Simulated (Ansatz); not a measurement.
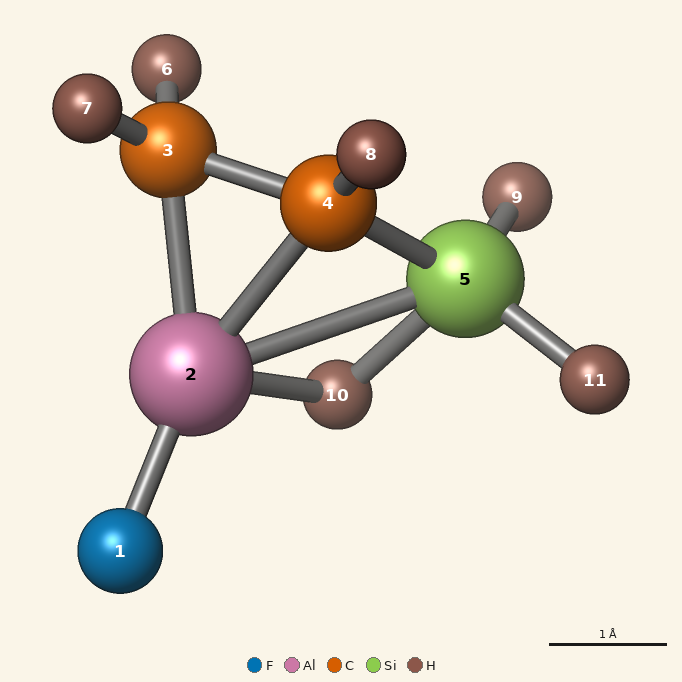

Numbered structure. The geometry was computed by an optimisation with PBE-D4/def2-SVP. No frequency run is at hand to confirm it as a minimum.

Which atoms are bonded, and how long are the bonds?

```
   bond  length (Å)
 F1–Al2       1.678
 Al2–C3       1.932
 Al2–C4       1.980
Al2–Si5       2.563
Al2–H10       1.841
  C3–C4       1.566
  C3–H6       1.108
  C3–H7       1.107
 C4–Si5       1.826
  C4–H8       1.104
 Si5–H9       1.512
Si5–H10       1.648
Si5–H11       1.500
```
